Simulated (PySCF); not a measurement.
## Electronic structure of C$_{2}$H$_{8}$NSSi (SMILES C[C@H]([S])[SiH2]N) (doublet) in real space

```json
{"atom": "C", "x (Å)": "1.6561", "y (Å)": "-0.2378", "z (Å)": "0.1469"}
{"atom": "C", "x (Å)": "0.6316", "y (Å)": "0.7633", "z (Å)": "-0.3455"}
{"atom": "S", "x (Å)": "0.2992", "y (Å)": "2.0554", "z (Å)": "0.8270"}
{"atom": "Si", "x (Å)": "-1.0914", "y (Å)": "-0.0493", "z (Å)": "-0.6858"}
{"atom": "N", "x (Å)": "-1.5565", "y (Å)": "-0.7063", "z (Å)": "0.8278"}
{"atom": "H", "x (Å)": "2.6100", "y (Å)": "0.2536", "z (Å)": "0.3388"}
{"atom": "H", "x (Å)": "1.3202", "y (Å)": "-0.7047", "z (Å)": "1.0697"}
{"atom": "H", "x (Å)": "1.8085", "y (Å)": "-1.0143", "z (Å)": "-0.6005"}
{"atom": "H", "x (Å)": "0.9620", "y (Å)": "1.2365", "z (Å)": "-1.2709"}
{"atom": "H", "x (Å)": "-0.8787", "y (Å)": "-1.1749", "z (Å)": "-1.5958"}
{"atom": "H", "x (Å)": "-1.9352", "y (Å)": "0.9897", "z (Å)": "-1.2831"}
{"atom": "H", "x (Å)": "-2.3902", "y (Å)": "-1.2660", "z (Å)": "0.8953"}
{"atom": "H", "x (Å)": "-1.4400", "y (Å)": "-0.1447", "z (Å)": "1.6583"}
```

Geometry: GFN2-xTB.

Theory: PySCF 2.14.0, density-fitted response routines, UKS B3LYP, pcH-1 on C H N S Si, non-relativistic, mean-field spin-orbit, GIAO.

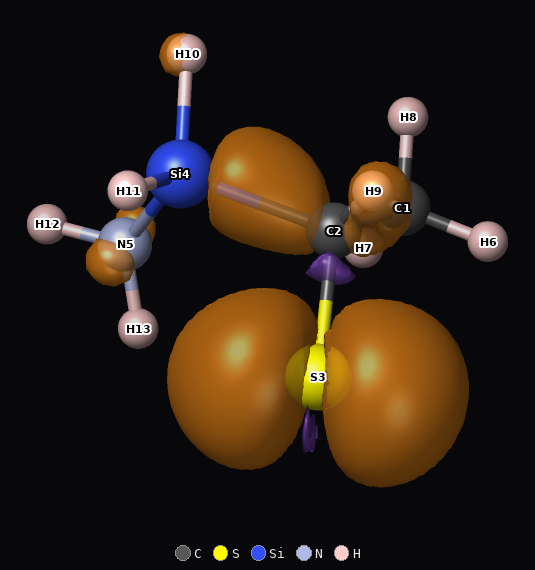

Figure 1. Isosurfaces of the spin density (α minus β) at +0.015 (orange) and −0.015 e/Å³ (purple), seen from one side.

**Where is the unpaired spin?**

The unpaired spin (1 electron) lies mostly on S3 (about 0.8) and C2 (about 0.1), in electrons by Hirshfeld's partition.

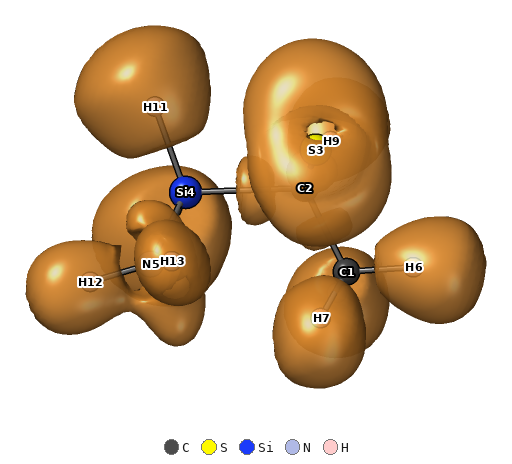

Figure 2. Isosurface of the electron localisation function at 0.8 (orange), seen at a tilt. Only the valence region is drawn (cores and ρ < 0.01 e/Å³ removed).

**Describe the localisation domains.**

The surface consists of one region between bonded C–C atoms (shared pairs), one region between bonded C–S atoms (shared pairs), one region between bonded C–Si atoms (shared pairs), six regions around hydrogen nuclei, one ring or bowl of non-bonding electrons around S and one joined region spread over several atoms (H, N), in which their bonds and any lone pairs are merged. Along the contacts the grid gives the following. C–C (1.51 Å): the ELF peaks at about 0.95 between the atoms: a shared electron pair. Si–N (1.71 Å): the ELF peaks at about 0.90 between the atoms, as expected for a shared but strongly polarised pair.

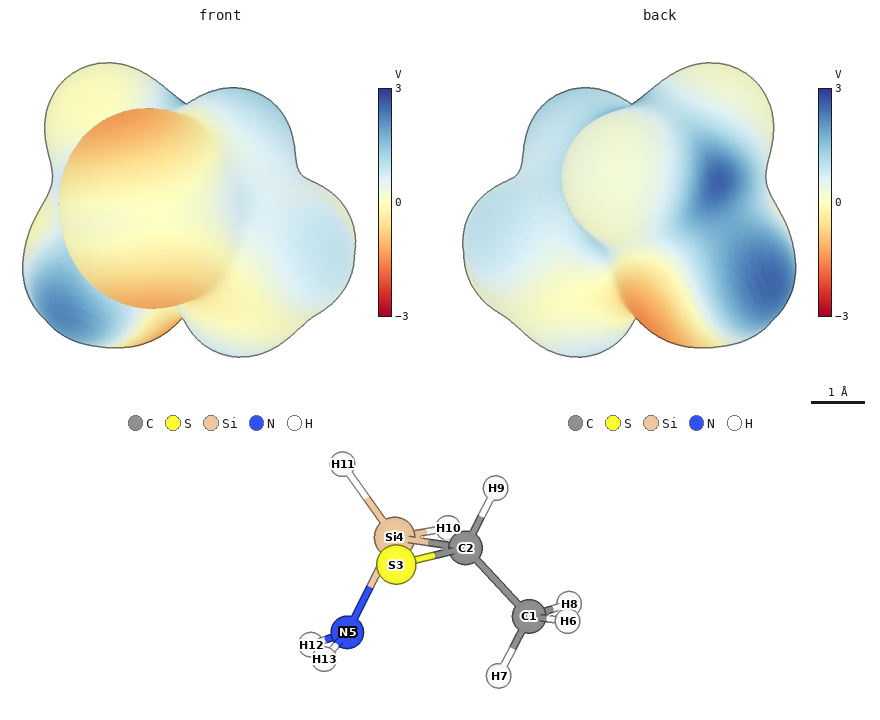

Figure 3. The molecular electrostatic potential painted on the density surface at 0.004 e/bohr³, seen from the front and from behind; red is negative and blue positive. The bare structure is drawn below in the same view.

**Which sites attract a positive test charge, and which a negative one?**

A positive charge is drawn to the negative regions and a negative charge to the positive ones. The most negative region (about −1.4 V, or −32 kcal/mol for a unit charge) lies over N5, the most positive (about +2.5 V, or +58 kcal/mol for a unit charge) over Si4 and H12. N5 is the likeliest acceptor of a hydrogen bond.
